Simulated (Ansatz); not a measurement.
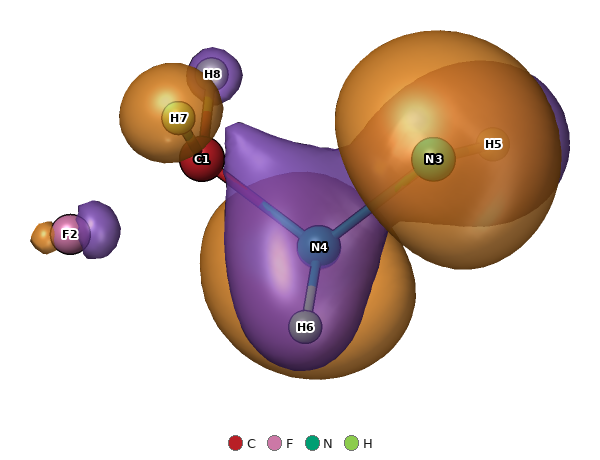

Figure. CH4FN2 (charge −1). The HOMO−1 at ±0.1 Å⁻³ᐟ² (orange and purple are the two phases), seen at a tilt.

Geometry: BLYP-D3(BJ)/def2-SVPD; the highest occupied orbital lies above zero, a sign that basis and functional describe the outermost electron poorly.

Method: Ansatz, isolated molecule in a Gaussian basis; Kohn-Sham density functional theory, functional PBE0.

```
atom    x (Å)   y (Å)   z (Å)
   C  -0.9901  1.6354  2.6458
   F  -1.6989  0.2907  2.6155
   N   0.8539  2.9310  2.2279
   N   0.2658  1.5755  1.9712
   H   0.8439  3.3532  1.2799
   H   0.8600  0.8878  2.4580
   H  -0.9401  1.8630  3.7377
   H  -1.6644  2.3382  2.1271
```

> Describe this orbital and give its energy.

By Hirshfeld shares it lies mainly on N3 (about 45 %), N4 (about 35 %) and H5 (about 10 %). Its energy is −0.33 eV.
